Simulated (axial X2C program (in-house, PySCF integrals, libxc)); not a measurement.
# HfSH: bond lengths and stretches, held linear

How do method and spin–orbit coupling move the bonds and stretches of HfSH, held linear?

Method: all-electron X2C, two-component (2c) or spin-free, Hf dyall-v3z, S dyall-av3z, H dyall-v3z; program: an in-house X2C program for linear molecules on PySCF integrals.

All values are calculated.

2 further runs of the same task are left out: 2 set aside as unsound or not needed.

### 1 Set-up

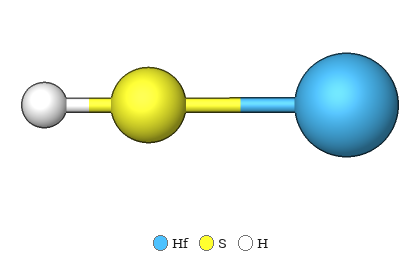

The atoms on one line, bonds 2.550 and 1.340 Å (hafnium blue, sulfur yellow, hydrogen white).

The input, task.json:

```json
{"zs": [72, 16, 1], "q": 0, "bas": ["dyall-v3z", "dyall-av3z", "dyall-v3z"], "r0": [2.55, 1.34], "symm": 0, "scan": ["PBE0", "HF", "PBE"], "levels": ["PBE0", "HF", "TPSSh"], "nst": 2}
```

Keys: zs atomic numbers; q charge; bas basis sets; r0 starting distance in Å; symm equal bonds; scan levels of the two-bond scan (MP2 follows by itself at each HF point); levels methods; nst determinants followed.

Command:

```
python solin.py task.json out
```

Masses Hf 179.947, S 31.972, H 1.008 u.

### 2 Scan at PBE0, 2c

State: Ω = 3/2 (beyond evenly filled blocks: ω = 3/2). Energies above the lowest point, from the job's result record:

```csv
r(Hf–S) (Å),r(S–H) (Å),E (meV)
2.2747,1.3114,36.46
2.2747,1.3450,22.51
2.2747,1.3786,37.21
2.3330,1.3114,13.98
2.3330,1.3450,0.00
2.3330,1.3786,14.73
2.3330,1.4123,53.33
2.3913,1.3114,37.14
2.3913,1.3450,23.14
2.3913,1.3786,37.93
2.4497,1.3450,82.30
2.4497,1.4123,136.07
```

A quadratic surface with cubic terms in each bond gives the minimum at 2.330 and 1.344 Å, force constants 2.17, 4.11 and coupling 0.01 mdyn/Å.

### 3 Scan at HF, 2c

State: Ω = 3/2 (beyond evenly filled blocks: ω = 3/2). Energies above the lowest point, from the job's result record:

| r(Hf–S) (Å) | r(S–H) (Å) | E (meV) |
| --- | --- | --- |
| 2.2747 | 1.3114 | 112.74 |
| 2.2747 | 1.3450 | 119.68 |
| 2.2747 | 1.3786 | 157.06 |
| 2.3330 | 1.3114 | 29.59 |
| 2.3330 | 1.3450 | 36.72 |
| 2.3330 | 1.3786 | 74.30 |
| 2.3330 | 1.4123 | 137.63 |
| 2.3913 | 1.3114 | 0.00 |
| 2.3913 | 1.3450 | 7.21 |
| 2.3913 | 1.3786 | 44.84 |
| 2.4497 | 1.3450 | 20.22 |
| 2.4497 | 1.4123 | 121.15 |

A quadratic surface with cubic terms in each bond gives the minimum at 2.400 and 1.321 Å, force constants 1.92, 4.81 and coupling 0.01 mdyn/Å.

### 4 Scan at PBE, 2c

State: Ω = 3/2 (beyond evenly filled blocks: ω = 3/2). Energies above the lowest point, from the job's result record:

| r(Hf–S) (Å) | r(S–H) (Å) | E (meV) |
| --- | --- | --- |
| 2.2747 | 1.3114 | 54.28 |
| 2.2747 | 1.3450 | 27.27 |
| 2.2747 | 1.3786 | 27.73 |
| 2.3330 | 1.3114 | 27.23 |
| 2.3330 | 1.3450 | 0.00 |
| 2.3330 | 1.3786 | 0.38 |
| 2.3330 | 1.4123 | 23.37 |
| 2.3913 | 1.3114 | 44.63 |
| 2.3913 | 1.3450 | 17.31 |
| 2.3913 | 1.3786 | 17.74 |
| 2.4497 | 1.3450 | 69.73 |
| 2.4497 | 1.4123 | 93.86 |

A quadratic surface with cubic terms in each bond gives the minimum at 2.337 and 1.361 Å, force constants 2.07, 3.59 and coupling 0.00 mdyn/Å.

### 5 Comparison

| level | r(Hf–S) (Å) | r(S–H) (Å) | lower stretch (cm⁻¹) | upper stretch (cm⁻¹) |
| --- | --- | --- | --- | --- |
| PBE0, 2c | 2.330 | 1.344 | 363.7 | 2672.7 |
| HF, 2c | 2.400 | 1.321 | 341.7 | 2890.1 |
| PBE, 2c | 2.337 | 1.361 | 355.1 | 2496.9 |
| MP2, 2c | 2.347 | 1.334 | 363.3 | 2768.6 |
| PBE0, spin-free | 2.329 | 1.344 | 364.9 | 2669.1 |
| HF, spin-free | 2.395 | 1.322 | 343.3 | 2873.4 |
| PBE, spin-free | 2.336 | 1.361 | 356.3 | 2490.4 |
| MP2, spin-free | 2.343 | 1.335 | 367.5 | 2753.7 |

Scans not shown above were run alike.

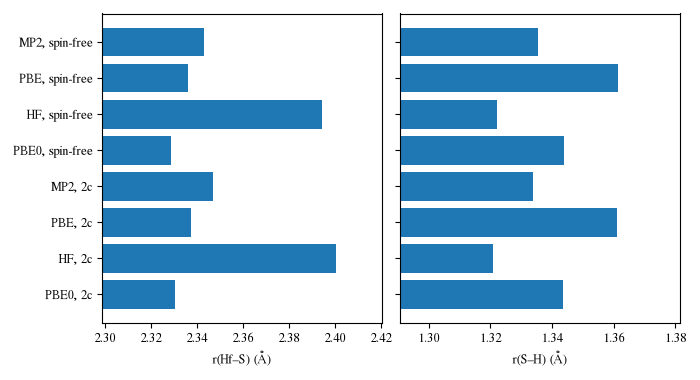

The two bond lengths by level.

What this shows: Over the levels the Hf–S bond spans 2.329 to 2.400 Å and the S–H bond 1.321 to 1.361 Å. At PBE0 going from spin-free to two-component moves the bonds by +0.002 and -0.000 Å. Each state is one determinant, the lowest of a limited PBE0 search; the stretches come from a fit to few points and are good to some per cent at best. MP2 freezes inner shells (threshold -2 hartree). The molecule was held linear; bending was not examined, so a bent shape may lie lower. Note: functional without a current term on a determinant with orbital currents, of the molecule or an atom.
